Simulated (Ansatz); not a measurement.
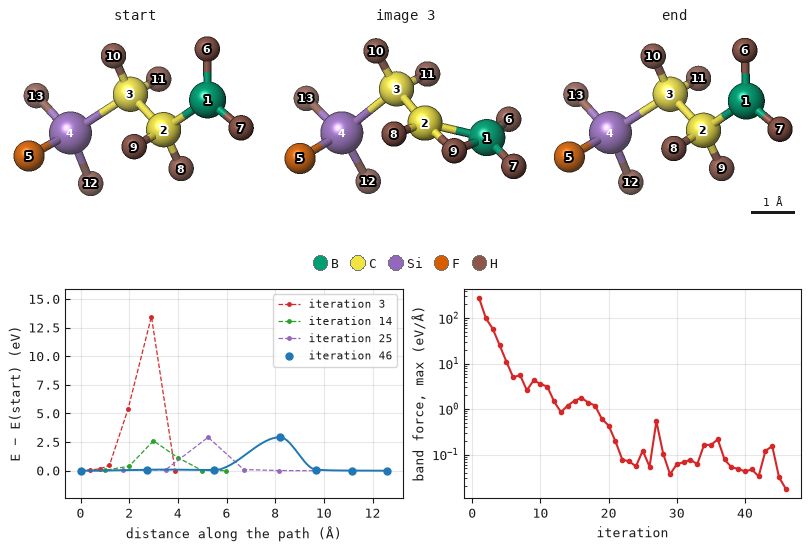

A search for the minimum-energy path of C2H8BFSi by the nudged elastic band. Images are numbered from 0 (start) to 6 (end). The plot follows the band through its iterations. The picture is a ball-and-stick view, seen from a free direction.

Level of theory: Ansatz 0.2.0, RKS PBE0-D4/def2-SVP. Settings: 5 movable images; climbing image; force threshold 0.03 eV/Å; iteration limit 60; starting path through a guess of the saddle point.

How did the profile develop, and is the result final?

Answer. The run is converged, with reservations. The band converged in 46 iterations. The largest component of the band force went from 270 to 0.018 eV/Å. The climbing image converged on the top of the path. Its vibrational analysis gives one imaginary mode (1566i cm⁻¹), as a transition state must have. The first iteration put the highest image at 51.45 eV. The barrier is about 2.92 eV in both directions, with image 3 at the top; the ends have the same energy.

Cost: 12 min on 2 threads of Intel(R) Xeon(R) Platinum 8488C (Sapphire Rapids), with other jobs on the host, peak memory 0.28 GiB.
